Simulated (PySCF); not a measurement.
# WOF4: structure of the singlet

Aim: relax WOF4 as a singlet from a trigonal bipyramidal (ligand arrangement 1) start, check by its vibrations whether the end is a minimum, and collect its spectrum and constants.

The runs use PySCF 2.14.0; B3LYP, basis W def2-TZVP with ECP60, O def2-TZVP, F def2-TZVP, scalar-relativistic core potentials, no spin–orbit coupling, density fitting.

## 1. Starting geometry

6 atoms, charge 0, spin multiplicity 1.

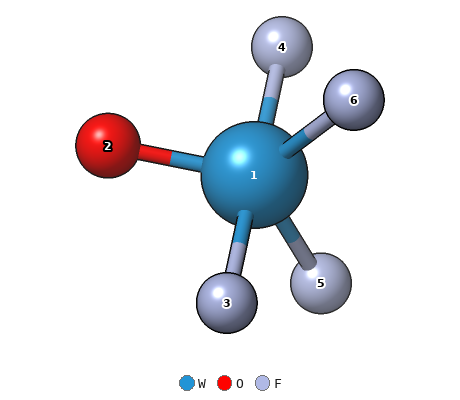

As it starts; tungsten blue, oxygen red, fluorine light blue; atoms are numbered from 1 in the order of the file.

```xyz
6
charge 0 multiplicity 1
W     0.0000   -0.0358    0.0000
O     0.0000   -1.8058    0.0000
F     2.0100   -0.0358    0.0000
F    -2.0100   -0.0358    0.0000
F     0.0000    0.9692   -1.7407
F     0.0000    0.9692    1.7407
```

## 2. The SCF at the typed geometry

The steps below are one call of a driver around PySCF. For each, scf.py gives the equivalent set-up of the SCF; relaxations use the driver's own optimiser. After this first run the driver tries any further starts and a stability analysis.

scf.py

```python
from pyscf import gto, scf, dft
mol = gto.M(atom='''
W      0.000000    -0.035790     0.000000
O      0.000000    -1.805820    -0.000010
F      2.010000    -0.035790     0.000000
F     -2.010000    -0.035790     0.000000
F     -0.000000     0.969210    -1.740710
F     -0.000000     0.969210     1.740700''',
    basis={'W': 'def2-TZVP', 'O': 'def2-TZVP', 'F': 'def2-TZVP'},
    ecp={'W': 'def2-TZVP'},
    charge=0, spin=0)
mf = dft.RKS(mol, xc='B3LYP')
mf.grids.atom_grid = (50, 194)
aux = {'W': 'def2-universal-JKFIT', 'O': 'def2-universal-JKFIT', 'F': 'def2-universal-JKFIT'}
mf = mf.density_fit(auxbasis=aux)
mf.conv_tol = 1e-08
mf.diis_space = 10
mf.max_cycle = 60
mf.init_guess = 'minao'
mf.verbose = 4
mf.kernel()
```

Run with:

```console
$ OMP_NUM_THREADS=4 python axn.py task.json out
```

The runs that follow: Relaxing the singlet from the trigonal bipyramidal (ligand arrangement 1) start; Is it a minimum? Harmonic modes.

**Question.** What will these runs give? Wanted: minimum; geometry; wavenumbers; dipole moment; highest occupied, lowest empty level; polar-tensor charge of W1; zero-point energy; atomisation energy.

The runs gave:

| quantity | value |
| --- | --- |
| minimum | singlet, C4v |
| geometry | W–F 1.860 Å (×4), W–O 1.682 Å; F–W–F 86.1° (×4), F–W–F 149.8° (×2), F–W–O 105.1° (×4) |
| wavenumbers (cm⁻¹) | 100 (b1), 235 (e), 244 (a1), 298 (e), 332 (b2), 635 (b1), 692 (e), 723 (a1), 1076 (a1) |
| dipole moment | 0.42 D |
| highest occupied, lowest empty level | -11.42, -4.46 eV |
| polar-tensor charge of W1 | +3.24 e |
| zero-point energy | 33.2 kJ/mol |
| entropy at 298.15 K | 342.5 J/(mol K) |
| atomisation energy (no zero-point energy) | 2832 kJ/mol |

What this shows: From C2v at the start the molecule goes to a C4v minimum. The strongest infrared band lies at 692 cm⁻¹ (e, stretch). Only this shape and spin were tried, so other structures or states may lie lower. Spin–orbit coupling, left out here, can matter for elements this heavy.
